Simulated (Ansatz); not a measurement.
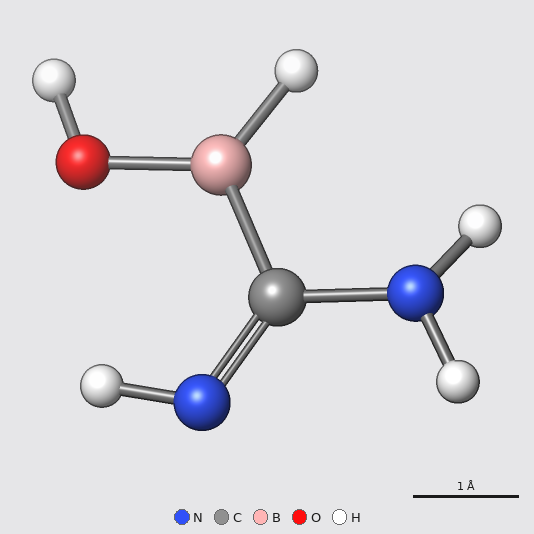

Ball-and-stick drawing of a structure. Double and triple bonds are drawn as two and three sticks.

Computed geometry: PBE0-D4/def2-TZVP optimisation.

Describe the molecule.

It has 10 atoms: 1 carbon, 5 hydrogen, 1 boron, 2 nitrogen and 1 oxygen (CH5BN2O). As SMILES it reads `[H]/N=C(/N)BO`. It has no ring. Among its groups: imine, B–H bond. Coordination, clear cases only: 1 N bent; 1 C trigonal planar; 1 B trigonal planar; 1 O bent.

More results for the same structure follow; atom numbers are the same in all pictures, views and colours differ.

## Shape

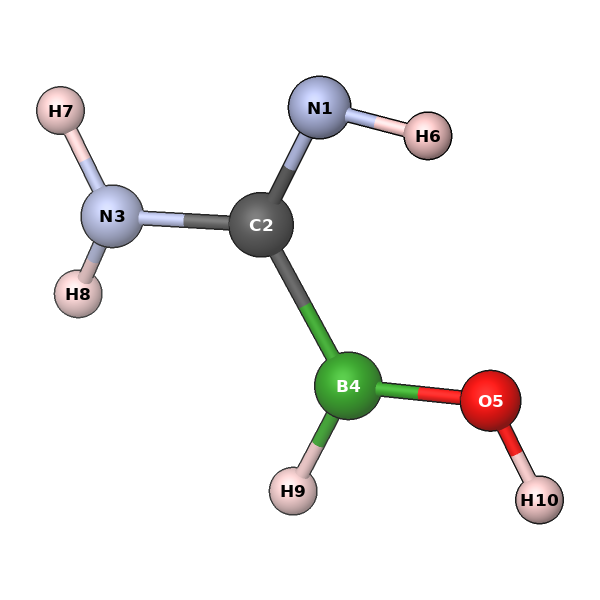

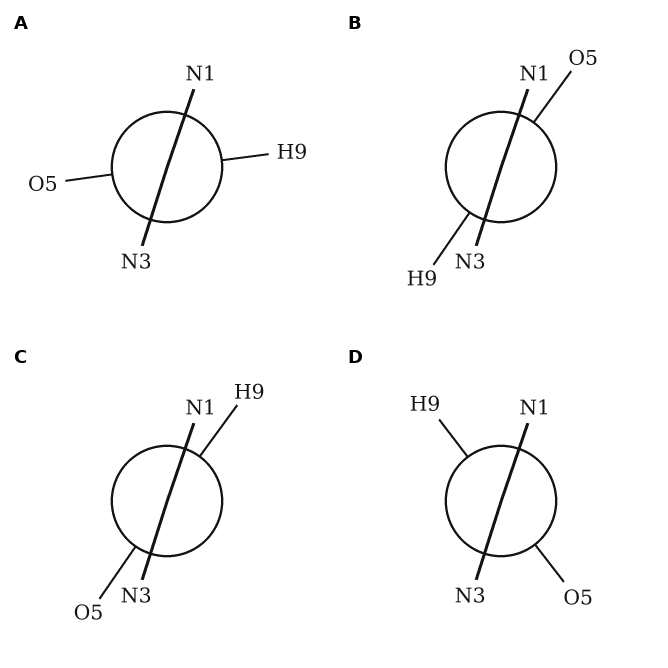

Distant atoms are faded towards the background colour. Bonds that would overlap in a projection are set slightly apart.

> Which Newman projection shows the view along C2–B4, with C2 in front?

B. The torsion angle N3–C2–B4–O5 is −175°, antiperiplanar (anti).

## Vibrations

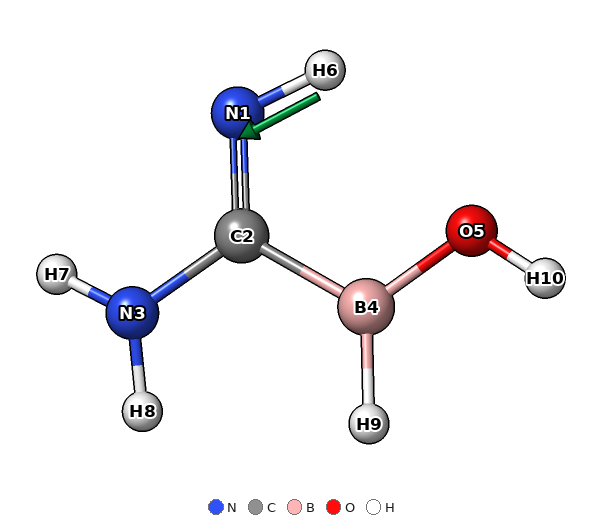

The arrows show one normal mode. Harmonic vibrations computed with RKS PBE0-D4/def2-TZVP (Ansatz 0.2.0) at a stationary point of the same level.

> What kind of motion is it?

Mostly N–H stretching.

> At what wavenumber does it lie?

3518 cm⁻¹; it is mode 21 of 24 counted from the lowest.

## Dipole moment

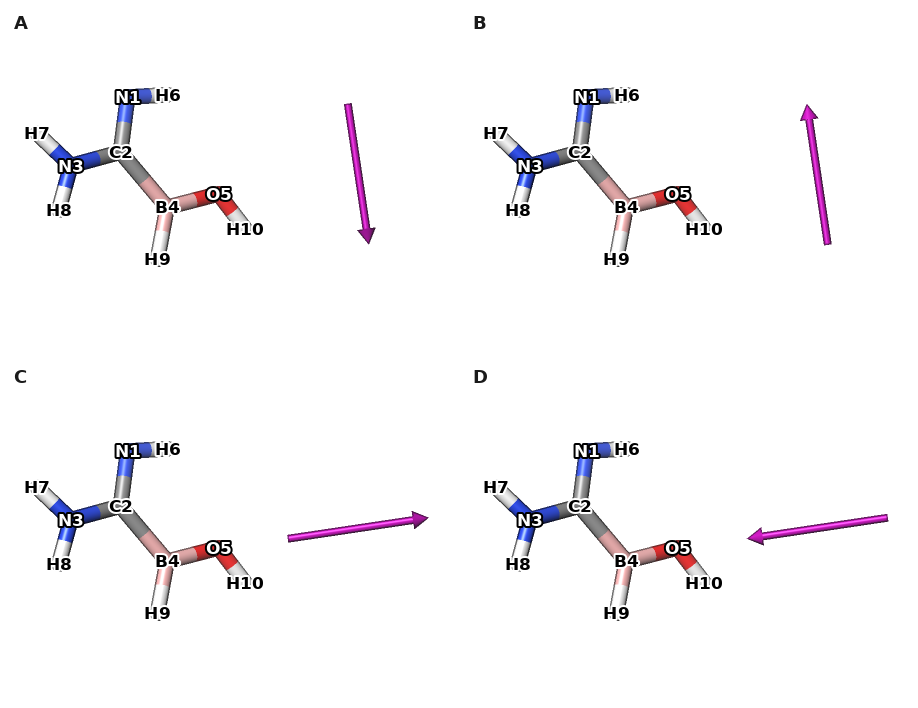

The same molecule four times, each with an arrow. Properties computed with RKS PBE0-D4/def2-TZVP (Ansatz 0.2.0).

> Which arrow points along the dipole moment, from the negative to the positive end?

A. The dipole moment is 3.80 D; it points from the side of N1, H6 to the side of H9 (the outermost atoms at the two ends).

## Charges

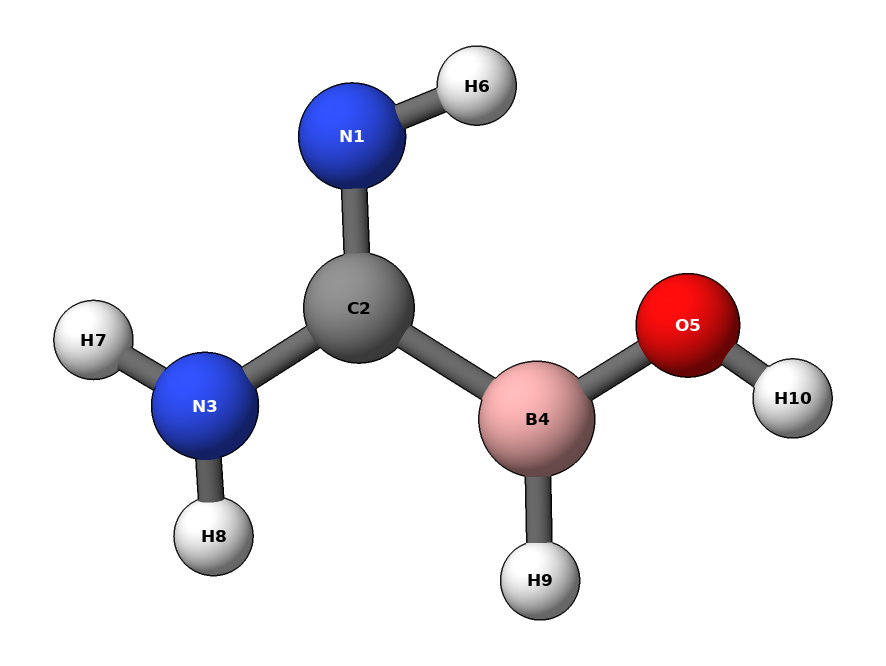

The questions are on Mulliken charges. Method: RKS PBE0-D4/def2-TZVP (Ansatz 0.2.0).

Give the Mulliken charges atom by atom.

| atom | value (e) |
| --- | --- |
| N1 | −0.38 |
| C2 | 0.09 |
| N3 | −0.44 |
| B4 | 0.10 |
| O5 | −0.37 |
| H6 | 0.22 |
| H7 | 0.24 |
| H8 | 0.24 |
| H9 | −0.02 |
| H10 | 0.34 |

Mulliken values depend strongly on the basis set and can even reverse the polarity of a bond.
